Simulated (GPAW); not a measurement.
# Si K-edge XANES of TiSi2 (Cmcm), part 3 of 4

How does the Si K edge of TiSi2 (Cmcm) move when the bonds are compressed or stretched?

GPAW 26.7.0; X-ray absorption from dipole matrix elements to empty bands, plane-wave PAW LDA.

So far. Step 4 (Spectrum with XCH, Si atom 3): The total-energy difference is 1843.57 eV. One term is added: -14.86 eV, since the hole is spin-paired here and a spin-polarised one costs that much less in the free atom (computed apart). The photon energy is then 1828.71 eV. The tabulated edge of the element is 1839 eV. The functional leaves an error in such absolute values: in the free atom LDA prices this hole 7.8 eV below PBE (computed apart), and PBE is itself good to a few eV.

### Step 7. Reference energy of the supercell

Level of this step: plane-wave PAW DFT, LDA, self-consistent field (GPAW).

The cell changes for the next run, so it gets a reference energy of its own.

The cell differs from the one that the last finished run ended in (a 4.915 → 4.967 Å, b 4.915 → 4.967 Å, c 6.843 → 6.915 Å).

scf.py reads:

```python
import numpy as np
from ase import Atoms
from ase.parallel import parprint, paropen
from gpaw import GPAW, PW, FermiDirac, Mixer, MixerDif, setup_paths
from gpaw.test import gen
setup_paths.insert(0, '.')
gen('Si', name='nch1s', xcname='LDA', corehole=(1, 0, 0), write_xml=True)
from gpaw.mpi import world
world.barrier()

atoms = Atoms('Ti4Si8',
    cell=[[3.49454892, 0, 3.52915965],
     [-3.49454892, 0, 3.52915965],
     [1.74727446, -6.6910013, 0]],
    scaled_positions=[[0.57344096, 0.67655904, 0.20623616],
     [0.07344096, 0.17655904, 0.20623616],
     [0.42655904, 0.32344096, 0.79376384],
     [0.92655904, 0.82344096, 0.79376384],
     [0.24984259, 0.00015741, 0.50062964],
     [0.74984259, 0.50015741, 0.50062964],
     [0.75015741, 0.99984259, 0.49937036],
     [0.25015741, 0.49984259, 0.49937036],
     [0.40412572, 0.84587428, 0.8834971],
     [0.90412572, 0.34587428, 0.8834971],
     [0.59587428, 0.15412572, 0.1165029],
     [0.09587427, 0.65412572, 0.1165029]],
    pbc=True)
atoms.calc = calc = GPAW(legacy_gpaw=True, mode=PW(430, force_complex_dtype=True), xc='LDA', setups={4: 'nch1s'},
    kpts={'size': (5, 5, 4), 'gamma': True}, occupations=FermiDirac(0.1),
    charge=0, mixer=Mixer(0.1, 5, 50), maxiter=150,
    convergence={'density': 0.0001, 'eigenstates': 1e-6}, txt='scf.txt')
energy = atoms.get_potential_energy() + calc.get_reference_energy()
ef = calc.get_fermi_level()
out = dict(energy=energy, fermi=ef, forces=atoms.get_forces().tolist())
parprint(f'all-electron energy {energy:.4f} eV, Fermi level {ef:.4f} eV')
ev = np.array([[calc.get_eigenvalues(k, s) for k in range(len(calc.get_ibz_k_points()))] for s in range(calc.get_number_of_spins())])
out['homo'], out['lumo'], out['counts'] = ev[ev < ef].max(), ev[ev > ef].min(), sorted(set((ev < ef).sum((0, 2)).tolist()))
out['filled'] = (ev[:, 0] < ef).sum(1).tolist()
import json
with paropen('out.json', 'w') as f:
    json.dump(out, f)
```

Started as:

```
OMP_NUM_THREADS=1 mpirun -n 4 gpaw python scf.py
```

Numbers of over 12 decimals in the logs are rounded to 6 here.

Output:

```text
Input parameters:
  convergence: {density: 0.0001,
                eigenstates: 1e-06}
  kpts: {gamma: True,
         size: (5, 5, 4)}
  maxiter: 150
  mixer: {backend: pulay,
          beta: 0.1,
          method: separate,
          nmaxold: 5,
          weight: 50}
  mode: {ecut: 430.0,
         force_complex_dtype: True,
         name: pw}
  occupations: {fixmagmom: False,
                name: fermi-dirac,
[...]
3s(2) :    -0.399754     1.114161
*s    :     0.600246
3p(2) :    -0.152955     1.005401
*p    :     0.847045
*d    :     0.000000
--------------------------------

Diagonalizing with gridspacing h=0.050

state   all-electron     PAW
-------------------------------
3s:      -0.399754    -0.399911
3p:      -0.152955    -0.153089
*d:                    0.032715
*f:                    0.069217
-------------------------------
all-electron energy -155650.7369 eV, Fermi level 10.2418 eV
[key lines of the parts left out:]
Converged after 16 iterations.
Dipole moment: (-0.000000, -0.000000, -0.000000) |e|*Ang
Free energy:    -85.288203
Fermi level: 10.24183
```

Elapsed: 61 s, on 4 MPI ranks of Arm Neoverse V1, shared host; peak memory 0.29 GiB; 4.1 min of CPU time.

Reference energy: -155650.737 eV with the cores included.

### Step 8. Spectrum with XCH, Si atom 3

Shorter bonds are expected to push antibonding states and scattering resonances up, and longer ones down; the cell is scaled to test that.

Changed against the first core-hole run: volume scale from 1 to 0.97.

xas.py reads:

```python
import numpy as np
from ase import Atoms
from ase.parallel import parprint, paropen
from gpaw import GPAW, PW, FermiDirac, Mixer, MixerDif, setup_paths
from gpaw.test import gen
setup_paths.insert(0, '.')
gen('Si', name='fch1s', xcname='LDA', corehole=(1, 0, 1), write_xml=True)
from gpaw.mpi import world
world.barrier()

atoms = Atoms('Ti4Si8',
    cell=[[3.49454892, 0, 3.52915965],
     [-3.49454892, 0, 3.52915965],
     [1.74727446, -6.6910013, 0]],
    scaled_positions=[[0.57344096, 0.67655904, 0.20623616],
     [0.07344096, 0.17655904, 0.20623616],
     [0.42655904, 0.32344096, 0.79376384],
     [0.92655904, 0.82344096, 0.79376384],
     [0.24984259, 0.00015741, 0.50062964],
     [0.74984259, 0.50015741, 0.50062964],
     [0.75015741, 0.99984259, 0.49937036],
     [0.25015741, 0.49984259, 0.49937036],
     [0.40412572, 0.84587428, 0.8834971],
     [0.90412572, 0.34587428, 0.8834971],
     [0.59587428, 0.15412572, 0.1165029],
     [0.09587427, 0.65412572, 0.1165029]],
    pbc=True)
atoms.calc = calc = GPAW(legacy_gpaw=True, mode=PW(430, force_complex_dtype=True), xc='LDA', setups={4: 'fch1s'},
    kpts={'size': (5, 5, 4), 'gamma': True}, occupations=FermiDirac(0.1),
    charge=-1, mixer=Mixer(0.1, 5, 50), maxiter=150,
    convergence={'density': 0.0001, 'eigenstates': 1e-6}, txt='scf.txt')
energy = atoms.get_potential_energy() + calc.get_reference_energy()
ef = calc.get_fermi_level()
out = dict(energy=energy, fermi=ef, forces=atoms.get_forces().tolist())
parprint(f'all-electron energy {energy:.4f} eV, Fermi level {ef:.4f} eV')
ev = np.array([[calc.get_eigenvalues(k, s) for k in range(len(calc.get_ibz_k_points()))] for s in range(calc.get_number_of_spins())])
out['homo'], out['lumo'], out['counts'] = ev[ev < ef].max(), ev[ev > ef].min(), sorted(set((ev < ef).sum((0, 2)).tolist()))
out['filled'] = (ev[:, 0] < ef).sum(1).tolist()

from ase.units import Ha
from gpaw.xas import dipole_matrix_elements
nb = int(calc.get_number_of_electrons() / 2) + 121
top, nb = nb, nb + 8 + nb // 12
nscf = calc.fixed_density(kpts={'size': (7, 7, 5), 'gamma': True}, nbands=nb,
    convergence={'bands': top, 'eigenstates': 5e-3}, maxiter=60, txt='nscf.txt')
cell = atoms.cell.array
ops = [cell.T @ U.T @ np.linalg.inv(cell.T) for U in nscf.wfs.kd.symmetry.op_scc]
E = np.arange(-6, 34, 0.1)
fwhm = np.interp(E, [4, 25], [0.9, 3.5])
Y, X, zero, highest = 0, 0, 1e9, 1e9
for spin in range(nscf.get_number_of_spins()):
    wfs = nscf.wfs
    mine = wfs.bd.get_slice()  # this rank's bands
    A = dipole_matrix_elements(wfs.setups[4])
    eps = np.zeros((wfs.kd.nibzkpts, nb))
    d = np.zeros((3, A.shape[1], wfs.kd.nibzkpts, nb), complex)
    for kpt in wfs.kpt_u:
        if kpt.s == spin and 4 in kpt.P_ani:
            eps[kpt.k, mine] = kpt.eps_n * Ha
            d[:, :, kpt.k, mine] = (kpt.weight * wfs.nspins / 2) ** 0.5 * np.inner(A, kpt.P_ani[4])
    world.sum(eps)
    world.sum(d)
    T = np.einsum('amkn,bmkn->abkn', d, d.conj()).real
    T = sum(np.einsum('ai,ijkn,bj->abkn', R, T, R) for R in ops) / len(ops)
    empty = eps > ef
    zero, highest = min(zero, eps[empty].min()), min(highest, eps[:, top - 1].min())
    lines = [(eps, T, empty)] if spin == 0 else lines + [(eps, T, empty)]
for eps, T, empty in lines:
    f = np.einsum('aakn->akn', T).reshape(3, -1)
    x = eps.ravel() - zero
    w = np.interp(x, E, fwhm) / 2.35482
    g = np.exp(-0.5 * ((E[:, None] - x) / w) ** 2) / (w * (2 * np.pi) ** 0.5)
    Y = Y + (f * empty.ravel()) @ g.T
    X = X + (f * ~empty.ravel()) @ g.T
out.update(E=E.round(2).tolist(), xas=Y.tolist(), xes=X.tolist(), zero=zero, valid=highest - zero, nk=len(eps), nb=nb)
for i in range(0, len(E), 10):
    parprint(f'{E[i]:7.2f}', *(f'{v:10.3e}' for v in Y[:, i]))
import json
with paropen('out.json', 'w') as f:
    json.dump(out, f)
```

Started as:

```
OMP_NUM_THREADS=1 mpirun -n 4 gpaw python xas.py
```

Output:

```text
Input parameters:
  charge: -1
  convergence: {density: 0.0001,
                eigenstates: 1e-06}
  kpts: {gamma: True,
         size: (5, 5, 4)}
  maxiter: 150
  mixer: {backend: pulay,
          beta: 0.1,
          method: separate,
          nmaxold: 5,
          weight: 50}
  mode: {ecut: 430.0,
         force_complex_dtype: True,
         name: pw}
  occupations: {fixmagmom: False,
[...]
*p    :     0.468798
*d    :     0.000000
--------------------------------

Diagonalizing with gridspacing h=0.050

state   all-electron     PAW
-------------------------------
3s:      -0.832237    -0.832487
3p:      -0.531202    -0.531501
*d:                   -0.147046
*f:                   -0.019078
-------------------------------
all-electron energy -153807.1810 eV, Fermi level 10.4307 eV
[...]
32.00  2.981e-06  4.694e-06  3.515e-06
  33.00  3.302e-06  4.522e-06  3.883e-06
[key lines of the parts left out:]
Converged after 16 iterations.
Dipole moment: (0.049450, 0.008434, 0.045771) |e|*Ang
Free energy:    -95.348646
Fermi level: 10.43067
```

It took 5.7 min on 4 MPI ranks; peak memory 0.82 GiB.

| E (eV) | first run | this run |
| --- | --- | --- |
| -2.0 | 0.00 | 0.00 |
| -1.0 | 0.00 | 0.00 |
| 0.0 | 0.46 | 0.46 |
| 1.0 | 0.83 | 0.82 |
| 2.0 | 0.91 | 0.85 |
| 3.0 | 1.51 | 1.44 |
| 4.0 | 1.70 | 1.69 |
| 5.0 | 1.64 | 1.60 |
| 6.0 | 1.53 | 1.54 |
| 7.0 | 1.46 | 1.44 |
| 8.0 | 1.18 | 1.28 |
| 9.0 | 0.84 | 0.93 |
| 10.0 | 0.68 | 0.72 |
| 11.0 | 0.70 | 0.71 |
| 12.0 | 0.71 | 0.72 |
| 13.0 | 0.76 | 0.75 |
| 14.0 | 0.83 | 0.82 |
| 15.0 | 0.83 | 0.85 |
| 16.0 | 0.78 | 0.80 |
| 17.0 | 0.76 | 0.75 |
| 18.0 | 0.76 | 0.75 |
| 19.0 | 0.80 | 0.78 |
| 20.0 | 0.87 | 0.84 |
| 21.0 | 0.91 | 0.90 |
| 22.0 | 0.90 | 0.92 |
| 23.0 | 0.85 | 0.89 |
| 24.0 | 0.77 | 0.82 |
| 25.0 | 0.71 | 0.75 |
| 26.0 | 0.66 | 0.70 |
| 27.0 | 0.65 | 0.67 |
| 28.0 | 0.65 | 0.65 |
| 29.0 | 0.66 | 0.66 |
| 30.0 | 0.67 | 0.66 |

The scaled spectrum changes by 4 % r.m.s. The highest intensity below 16 eV goes from 3.7 eV (1.73) to 3.8 eV (1.71).

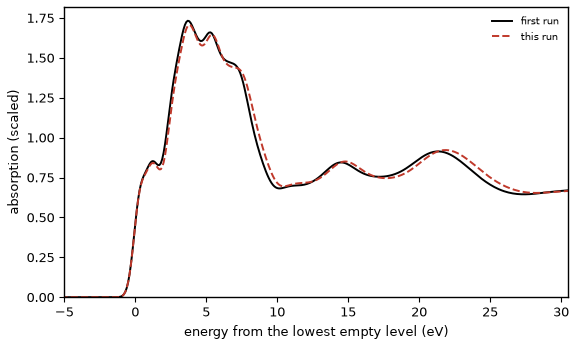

The effect of the change (volume scale from 1 to 0.97).

The photon energy of the zero moves by -0.02 eV.

### Step 9. Supercell without a hole, the energy reference

The cell changes for the next run, so it gets a reference energy of its own.

The cell differs from the one that the last finished run ended in (a 4.967 → 5.067 Å, b 4.967 → 5.067 Å, c 6.915 → 7.055 Å).

scf.py: that of step 7 with these lines changed.

```diff
@@ -11,5 +11,5 @@
 atoms = Atoms('Ti4Si8',
-    cell=[[3.49454892, 0, 3.52915965],
-     [-3.49454892, 0, 3.52915965],
-     [1.74727446, -6.6910013, 0]],
+    cell=[[3.5651649, 0, 3.60047502],
+     [-3.5651649, 0, 3.60047502],
+     [1.78258245, -6.82620947, 0]],
     scaled_positions=[[0.57344096, 0.67655904, 0.20623616],
```

Started as:

```
OMP_NUM_THREADS=1 mpirun -n 4 gpaw python scf.py
```

Output:

```text
Input parameters:
  convergence: {density: 0.0001,
                eigenstates: 1e-06}
  kpts: {gamma: True,
         size: (5, 5, 4)}
  maxiter: 150
  mixer: {backend: pulay,
          beta: 0.1,
          method: separate,
          nmaxold: 5,
          weight: 50}
  mode: {ecut: 430.0,
         force_complex_dtype: True,
         name: pw}
  occupations: {fixmagmom: False,
                name: fermi-dirac,
[...]
3s(2) :    -0.399754     1.114161
*s    :     0.600246
3p(2) :    -0.152955     1.005401
*p    :     0.847045
*d    :     0.000000
--------------------------------

Diagonalizing with gridspacing h=0.050

state   all-electron     PAW
-------------------------------
3s:      -0.399754    -0.399911
3p:      -0.152955    -0.153089
*d:                    0.032715
*f:                    0.069217
-------------------------------
all-electron energy -155650.4510 eV, Fermi level 9.5061 eV
[key lines of the parts left out:]
Converged after 22 iterations.
Dipole moment: (-0.000000, -0.000000, -0.000000) |e|*Ang
Free energy:    -85.007544
Fermi level: 9.50613
```

Elapsed: 82 s, on 4 MPI ranks; peak memory 0.29 GiB.

Reference energy: -155650.451 eV with the cores included.

### Step 10. Spectrum with XCH, Si atom 3

Shorter bonds are expected to push antibonding states and scattering resonances up, and longer ones down; the cell is scaled to test that.

Changed against the first core-hole run: volume scale from 1 to 1.03.

xas.py: that of step 8 with these lines changed.

```diff
@@ -11,5 +11,5 @@
 atoms = Atoms('Ti4Si8',
-    cell=[[3.49454892, 0, 3.52915965],
-     [-3.49454892, 0, 3.52915965],
-     [1.74727446, -6.6910013, 0]],
+    cell=[[3.5651649, 0, 3.60047502],
+     [-3.5651649, 0, 3.60047502],
+     [1.78258245, -6.82620947, 0]],
     scaled_positions=[[0.57344096, 0.67655904, 0.20623616],
@@ -41,3 +41,3 @@
 from gpaw.xas import dipole_matrix_elements
-nb = int(calc.get_number_of_electrons() / 2) + 121
+nb = int(calc.get_number_of_electrons() / 2) + 127
 top, nb = nb, nb + 8 + nb // 12
```

Started as:

```
OMP_NUM_THREADS=1 mpirun -n 4 gpaw python xas.py
```

Output:

```text
Input parameters:
  charge: -1
  convergence: {density: 0.0001,
                eigenstates: 1e-06}
  kpts: {gamma: True,
         size: (5, 5, 4)}
  maxiter: 150
  mixer: {backend: pulay,
          beta: 0.1,
          method: separate,
          nmaxold: 5,
          weight: 50}
  mode: {ecut: 430.0,
         force_complex_dtype: True,
         name: pw}
  occupations: {fixmagmom: False,
[...]
*p    :     0.468798
*d    :     0.000000
--------------------------------

Diagonalizing with gridspacing h=0.050

state   all-electron     PAW
-------------------------------
3s:      -0.832237    -0.832487
3p:      -0.531202    -0.531501
*d:                   -0.147046
*f:                   -0.019078
-------------------------------
all-electron energy -153806.8669 eV, Fermi level 9.6585 eV
[...]
32.00  3.527e-06  4.545e-06  4.014e-06
  33.00  4.038e-06  4.544e-06  4.267e-06
[key lines of the parts left out:]
Converged after 17 iterations.
Dipole moment: (0.057674, 0.007991, 0.054889) |e|*Ang
Free energy:    -95.040810
Fermi level: 9.65853
```

Run time: 6.2 min. Hardware: 4 MPI ranks; peak memory 0.88 GiB; 25 min of CPU time.

| E (eV) | first run | this run |
| --- | --- | --- |
| -2.0 | 0.00 | 0.00 |
| -1.0 | 0.00 | 0.01 |
| 0.0 | 0.46 | 0.48 |
| 1.0 | 0.83 | 0.85 |
| 2.0 | 0.91 | 0.98 |
| 3.0 | 1.51 | 1.58 |
| 4.0 | 1.70 | 1.71 |
| 5.0 | 1.64 | 1.67 |
| 6.0 | 1.53 | 1.53 |
| 7.0 | 1.46 | 1.46 |
| 8.0 | 1.18 | 1.06 |
| 9.0 | 0.84 | 0.76 |
| 10.0 | 0.68 | 0.67 |
| 11.0 | 0.70 | 0.68 |
| 12.0 | 0.71 | 0.71 |
| 13.0 | 0.76 | 0.77 |
| 14.0 | 0.83 | 0.84 |
| 15.0 | 0.83 | 0.81 |
| 16.0 | 0.78 | 0.77 |
| 17.0 | 0.76 | 0.76 |
| 18.0 | 0.76 | 0.78 |
| 19.0 | 0.80 | 0.83 |
| 20.0 | 0.87 | 0.88 |
| 21.0 | 0.91 | 0.90 |
| 22.0 | 0.90 | 0.87 |
| 23.0 | 0.85 | 0.80 |
| 24.0 | 0.77 | 0.72 |
| 25.0 | 0.71 | 0.67 |
| 26.0 | 0.66 | 0.64 |
| 27.0 | 0.65 | 0.64 |
| 28.0 | 0.65 | 0.65 |
| 29.0 | 0.66 | 0.66 |
| 30.0 | 0.67 | 0.67 |

The scaled spectrum changes by 4 % r.m.s. The highest intensity below 16 eV goes from 3.7 eV (1.73) to 3.6 eV (1.75).

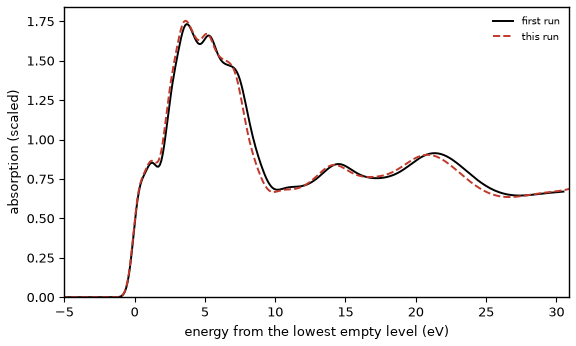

The effect of the change (volume scale from 1 to 1.03).

The photon energy of the zero moves by +0.01 eV.

### Step 11. Supercell without a hole, the energy reference

The cell changes for the next run, so it gets a reference energy of its own.

The cell differs from the one that the last finished run ended in (a 5.067 → 5.116 Å, b 5.067 → 5.116 Å, c 7.055 → 7.123 Å).

scf.py: that of step 9 with these lines changed.

```diff
@@ -11,5 +11,5 @@
 atoms = Atoms('Ti4Si8',
-    cell=[[3.5651649, 0, 3.60047502],
-     [-3.5651649, 0, 3.60047502],
-     [1.78258245, -6.82620947, 0]],
+    cell=[[3.59944743, 0, 3.63509709],
+     [-3.59944743, 0, 3.63509709],
+     [1.79972372, -6.89185012, 0]],
     scaled_positions=[[0.57344096, 0.67655904, 0.20623616],
```

Started as:

```
OMP_NUM_THREADS=1 mpirun -n 4 gpaw python scf.py
```

Output:

```text
Input parameters:
  convergence: {density: 0.0001,
                eigenstates: 1e-06}
  kpts: {gamma: True,
         size: (5, 5, 4)}
  maxiter: 150
  mixer: {backend: pulay,
          beta: 0.1,
          method: separate,
          nmaxold: 5,
          weight: 50}
  mode: {ecut: 430.0,
         force_complex_dtype: True,
         name: pw}
  occupations: {fixmagmom: False,
                name: fermi-dirac,
[...]
3s(2) :    -0.399754     1.114161
*s    :     0.600246
3p(2) :    -0.152955     1.005401
*p    :     0.847045
*d    :     0.000000
--------------------------------

Diagonalizing with gridspacing h=0.050

state   all-electron     PAW
-------------------------------
3s:      -0.399754    -0.399911
3p:      -0.152955    -0.153089
*d:                    0.032715
*f:                    0.069217
-------------------------------
all-electron energy -155650.1337 eV, Fermi level 9.1642 eV
[key lines of the parts left out:]
Converged after 23 iterations.
Dipole moment: (-0.000000, -0.000000, -0.000000) |e|*Ang
Free energy:    -84.693007
Fermi level: 9.16417
```

Run time: 85 s. Hardware: 4 MPI ranks; peak memory 0.29 GiB.

Reference energy: -155650.134 eV with the cores included.

[end of part 3 of 4]

[Banner, clock and machine lines of the logs are left out without a mark of their own.]

[Logs are printed without paths, hosts, clocks, repeated set-up lines and the standing remarks that a program may print on its own settings, such as how far it seeks lower states.]

[Hosts, paths, dates, database ids (printed as entryN), source tags and the programs' standing remarks are cut or masked in the printed files.]

[Lists of maxima count a maximum above −3 eV only where it reaches 4 % of the highest in the window and stands out from its surroundings by 2 % of it (1.5 % where it reaches 55 %); shoulders and weaker maxima are passed over, and of the rest the first, up to two pre-edge ones and the few strongest are named.]
